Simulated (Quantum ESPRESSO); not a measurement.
Consider NaTiO2 (R-3m).

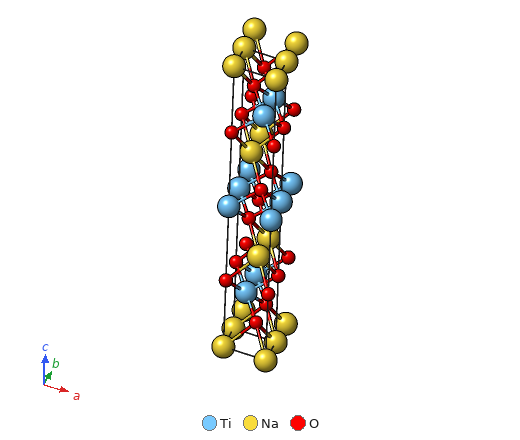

The structure (titanium blue, sodium yellow, oxygen red). Bonds to atoms that aren't drawn are left out. 1×2×1 conventional cells are drawn. Some periodic images of atoms are drawn too.

```
Ti Na O
1.0
     1.50659    0.86983    5.39905
    -1.50659    0.86983    5.39905
     0.00000   -1.73966    5.39905
Ti Na O
1 1 2
Direct
  0.50000 0.50000 0.50000
  0.00000 0.00000 0.00000
  0.23620 0.23620 0.23620
  0.76380 0.76380 0.76380
```

Absorber: atom 3, with 3 Ti at 2.07 Å and 3 Na at 2.35 Å (distorted octahedral, site symmetry 3m). Method: Quantum ESPRESSO XSpectra, LDA, excited-electron core hole (neutral cell), 16-atom cell with 6.0 Å between holes, 6×6×6 k points, dipole transitions, Lorentzian half width 0.3 eV up to 4 eV, rising linearly to 2.5 eV at 25 eV.

Where do the maxima of the O K edge fall?

Main maxima up to 24 eV above the zero (height): 0.8 eV (1.30), 2.8 eV (2.40), 7.1 eV (1.41) and 11.8 eV (1.06). A K edge sees empty p states; the first features are O p mixed into the empty d states of the Ti neighbours, and the broad ones above probably into the cations' higher empty bands. The total-energy difference is 534.89 eV. One term is added: -8.83 eV, since the hole is spin-paired here and a spin-polarised one costs that much less in the free atom (computed apart). The photon energy is then 526.06 eV. The functional leaves an error in such absolute values: in the free atom LDA prices this hole 4.1 eV below PBE (computed apart), and PBE is itself good to a few eV.

The O K spectrum (energy from the energy zero of the input (xe0, at the border of filled and empty states); intensity scaled to a mean of 1 over the first 20 eV; the points at xe0, where the cut of filled states can leave a spike, are interpolated; polarised curves are means over the symmetry-equivalent atoms):

| E (eV) | isotropic | ε ⊥ c | ε ∥ c |
| --- | --- | --- | --- |
| -2.0 | 0.05 | 0.05 | 0.05 |
| -0.5 | 0.20 | 0.19 | 0.22 |
| 1.0 | 1.27 | 1.40 | 1.01 |
| 2.5 | 1.87 | 2.07 | 1.46 |
| 4.0 | 0.89 | 0.70 | 1.29 |
| 5.5 | 1.13 | 1.04 | 1.33 |
| 7.0 | 1.40 | 1.48 | 1.24 |
| 8.5 | 1.16 | 1.30 | 0.88 |
| 10.0 | 0.86 | 0.95 | 0.67 |
| 11.5 | 1.05 | 1.14 | 0.88 |
| 13.0 | 1.00 | 0.91 | 1.20 |
| 14.5 | 0.95 | 0.78 | 1.29 |
| 16.0 | 0.78 | 0.70 | 0.94 |
| 17.5 | 0.70 | 0.67 | 0.75 |
| 19.0 | 0.59 | 0.59 | 0.61 |
| 20.5 | 0.55 | 0.53 | 0.60 |
| 22.0 | 0.57 | 0.54 | 0.61 |
| 23.5 | 0.58 | 0.59 | 0.56 |
| 25.0 | 0.61 | 0.65 | 0.53 |
| 26.5 | 0.67 | 0.73 | 0.54 |
| 28.0 | 0.76 | 0.84 | 0.60 |
| 29.5 | 0.84 | 0.93 | 0.68 |
| 31.0 | 0.89 | 0.95 | 0.76 |

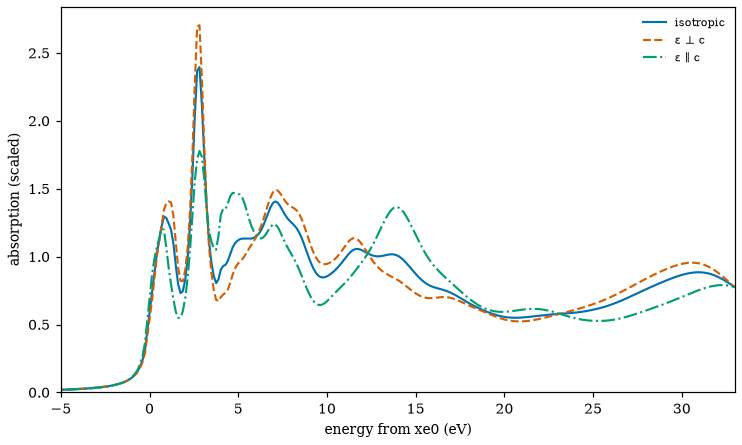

The O K edge.

The primitive cell holds an odd number of electrons, so a spin-paired run has to come out metallic; that is right for a metal, but some such compounds are magnetic or distorted insulators. The holes are only 6.0 Å apart, so the shape is probably not converged with cell size; no larger cell was run here. The structure is a computed Materials Project entry and may be a hypothetical form.

[Banner, clock and machine lines of the logs are left out without a mark of their own.]

[Logs are printed without paths, hosts, clocks, repeated set-up lines and the standing remarks that a program may print on its own settings, such as how far it seeks lower states.]

[Hosts, paths, dates, database ids (printed as entryN), source tags and the programs' standing remarks are cut or masked in the printed files.]

[Lists of maxima count a maximum above −3 eV only where it reaches 4 % of the highest in the window and stands out from its surroundings by 2 % of it (1.5 % where it reaches 55 %); shoulders and weaker maxima are passed over, and of the rest the first, up to two pre-edge ones and the few strongest are named.]
